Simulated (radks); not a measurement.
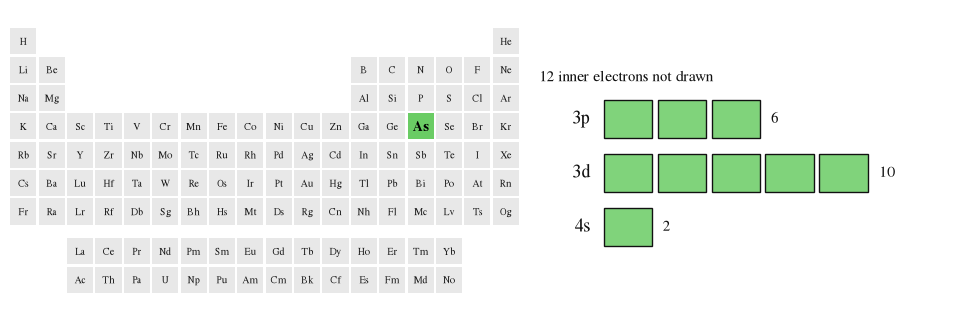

Fig. 1: Left, the place of arsenic in the periodic table; right, the outer shells as the input fills them: a box for each of the 2l + 1 orbitals, shaded by the share of the shell that is filled, with the electron count at the right.

As³⁺: atomic calculation

As³⁺, configuration [Ar] 3d10 4s2. Level asked for: non-relativistic Kohn-Sham, SCAN, spin-unpolarised, spherical densities, point nucleus (radks).

Input file:
```
Z 33
configuration [Ar] 3d10 4s2
relativity non-relativistic
functional scan,scan
spin unpolarised
nucleus point
```

Energies in input and log are in hartree, lengths in bohr.

Hardware: 1 CPU thread, shared host.

The program's output:
```
1s      1   2.0000        -426.52449995
2s      1   2.0000         -54.93889810
2p      1   6.0000         -49.17775745
3s      1   2.0000          -8.22974418
3p      1   6.0000          -6.25796155
3d      1  10.0000          -2.82507688
4s      1   2.0000          -1.62387089
Etot -2233.956054235427
Ekin 2232.6395676871803
Encl -5306.407658122399
Eh 922.0949398456119
Exc -82.28290364582018
err 0.0030977619007912733
it 123
```

Outcome:

- outcome: not converged
- total energy: −2233.9561 hartree
- kinetic energy: 2232.6396 hartree
- electron–nucleus energy: −5306.4077 hartree
- Hartree energy: 922.094940 hartree
- exchange–correlation energy: −82.282904 hartree
- SCF iterations: 123
- wall time: 0.96 s

Diagnosis:

The run did not meet its convergence test in 123 iterations, so its last values are not results.
